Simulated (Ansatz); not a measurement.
# H10Hf3O11···H2O (charge −1, doublet): what the fields show

```xyz
27

Hf   -0.3278    0.8721   -1.5497
Hf    2.2393   -0.0155    1.0201
Hf   -1.0340   -0.6485    1.4409
O    -3.8720   -0.2693   -2.2206
O    -1.5294   -2.5503    1.7694
O     0.8451   -0.3876   -2.4929
O     0.3249    0.5338    0.3881
O    -2.2756    0.2119    2.7359
O    -1.9059    1.3730   -2.8084
O    -1.9021   -0.2201   -0.4328
O     2.8793   -1.0443   -0.6071
O     0.7892   -0.4666    2.6338
O     0.5747    2.6308   -1.4908
O     2.6974    1.8483    0.3290
O     3.6732   -0.3034    2.3824
H    -3.5653   -1.0376   -2.7381
H    -3.2507    0.4613   -2.5511
H    -0.9646   -3.2622    1.4167
H     1.6741   -0.6630   -2.0154
H    -2.7573   -0.2849    3.4222
H    -1.9941    2.2660   -3.1814
H    -2.7788   -0.3571   -0.9039
H     2.6359   -1.9901   -0.5225
H     1.0526   -1.2181    3.2016
H     1.3665    2.6377   -0.8937
H     3.6349    2.1115    0.3252
H     3.7703   -0.2279    3.3432
```

Geometry: PBE-D4/def2-SVP; core potentials replace the inner electrons of Hf; the highest occupied orbital lies above zero, a sign that basis and functional describe the outermost electron poorly.

These are results of Ansatz 0.2.0, UKS PBE0-D4/def2-TZVP, not measurements.

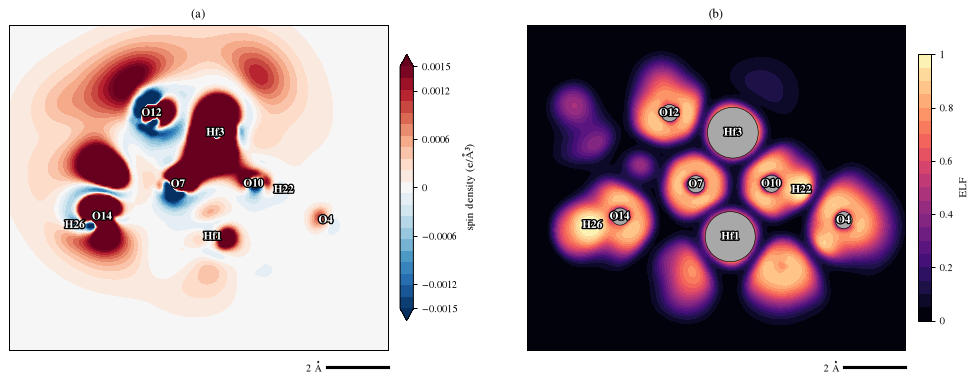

Figure 1. (a) spin density (α minus β); (b) ELF on the plane of atoms O7, Hf3 and O10. Grey discs cover the atomic cores in the ELF map.

Interpret the plot.

- The section cuts through Hf, O and H sites.
- O–H (0.97 Å): the ELF climbs to about 1 towards the hydrogen, as it does in any bond to H (a covalent bond by its length).
- Hf–O (2.07 Å): the ELF peaks at about 0.85 in the valence shell of O, 0.6 Å from its nucleus, and drops to about 0.20 between the two atoms.
- Hf–O (2.19 Å): the ELF peaks at about 0.90 in the valence shell of O, 0.6 Å from its nucleus, and drops to about 0.15 between the two atoms.
- The unpaired spin (1 electron) lies mostly on Hf2 (about 0.3) and Hf3 (about 0.3), in electrons by Hirshfeld's partition.

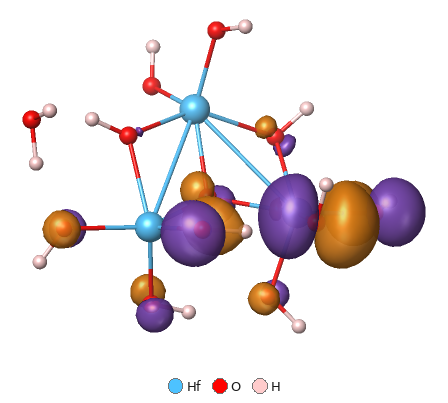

Figure 2. The HOMO−1 (β) at ±0.1 Å⁻³ᐟ² (orange and purple are the two phases), seen at a tilt.

Where does this orbital lie, and at what energy?

By Hirshfeld shares it lies mainly on O11 (about 45 %), O15 (about 15 %) and O6 (about 15 %); largely a combination of lone pairs on O11, O15 and O6. Its energy is −5.03 eV.

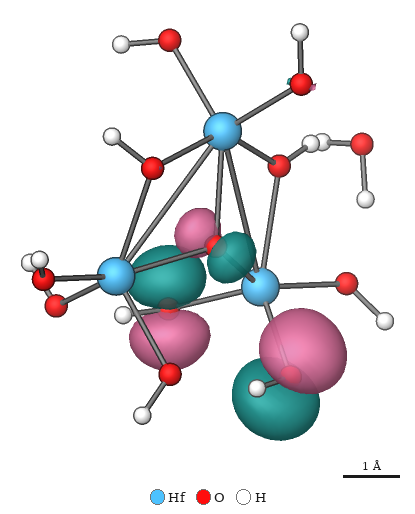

Figure 3. The HOMO (β) at ±0.15 Å⁻³ᐟ² (teal and pink are the two phases), seen at an oblique angle.

Where does this orbital lie, and at what energy?

Its weight (Hirshfeld) is mainly on O13 (about 50 %), O6 (about 30 %) and O7 (about 5 %); largely a combination of lone pairs on O13, O6 and O7. Its energy is −4.68 eV.
